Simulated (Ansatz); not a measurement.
**Computed against measured: atomisation enthalpy at 298 K**

10 molecules holding Si, Ge, B, Al, Ga, P or As; the atomisation enthalpy at 298 K in kJ/mol, computed less measured. Shapes, held fixed at every level: PBE0-D4/def2-TZVP. Thermal terms are harmonic and unscaled (PBE0-D4/def2-TZVP); the spin-orbit lowering of the free atoms is taken from their spectra. Programs: Ansatz 0.2.0. Measured values: CRC Handbook of Chemistry and Physics, NIST-JANAF tables.

Levels: A = B3LYP-D4/def2-TZVPP; B = BHLYP-D4/def2-TZVPP; C = MP2/def2-TZVPP; D = CCSD(T)/CBS estimate.

```
                          molecule  from tabulated heats     A     B    C    D
           BOF (fluoro(oxo)borane)                  1501   -27  -117  +29  -30
               BF3 (SMILES FB(F)F)                  1944   -19  -102  +61   -7
      PF3 (phosphorus trifluoride)                  1513   -25  -124   +8   -9
    SiH2Cl2 (dichlorosilane (DCS))                  1449   -27   -43  -19   +1
          SiH2F2 (SMILES F[SiH2]F)                  1836   -41   -90  -11   -9
                     SiH4 (silane)                  1288   +13    +9  -47  +14
         PF5 (SMILES FP(F)(F)(F)F)                  2308   -67  -199  +45   -6
                        Si(SiF3)F3                  3760  -113  -258  +52  -26
             SiH3(SiH3) (disilane)                  2128   +21   +12  -75  +24
Si(CH3)3Cl (chlorotrimethylsilane)                  5037   -14   -99  -80   -5
```

(1) Sum up the errors.

Results:

(1) 
```json
{"level": "B3LYP-D4/def2-TZVPP", "kind": "global hybrid", "mean error": "-29.9", "mean absolute error": "36.7", "worst case": "Si(SiF3)F3"}
{"level": "BHLYP-D4/def2-TZVPP", "kind": "global hybrid", "mean error": "-101.1", "mean absolute error": "105.3", "worst case": "Si(SiF3)F3"}
{"level": "MP2/def2-TZVPP", "kind": "perturbation theory", "mean error": "-3.7", "mean absolute error": "42.7", "worst case": "Si(CH3)3Cl"}
{"level": "CCSD(T)/CBS estimate", "kind": "coupled cluster or CI", "mean error": "-5.3", "mean absolute error": "13.1", "worst case": "BOF"}
```

On this set CCSD(T)/CBS estimate has the smallest mean absolute error and BHLYP-D4/def2-TZVPP the largest. B3LYP-D4/def2-TZVPP is too low in 8 of 10; BHLYP-D4/def2-TZVPP is too low in 8 of 10; CCSD(T)/CBS estimate is too low in 7 of 10. The heats of SiH2Cl2, PF5, Si(SiF3)F3, Si(CH3)3Cl come from older tables and can be uncertain by 10 kJ/mol or more. Heats of the atoms come from ATcT where it has them, that of boron, 570 kJ/mol, from recent work. The levels differ in basis as well as in method. With so many references in doubt the order of the levels isn't settled. The tabulated values of BOF, SiH2F2, SiH3(SiH3) are in doubt (older tables, estimates, or at odds with other calculations) and kept here. Over the 7 molecules whose values aren't doubted the mean absolute errors are A 39.7; B 119.1; C 44.6; D 9.7. Correlated wave functions converge slowly with the basis. The CBS estimate extrapolates MP2 from def2-TZVPP and def2-QZVPP and adds CCSD(T) − MP2 in the triple-zeta set, cores frozen. The set is small.

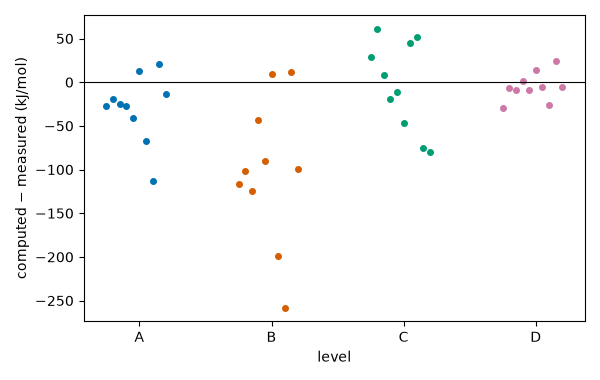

Errors of each level, one point a molecule.
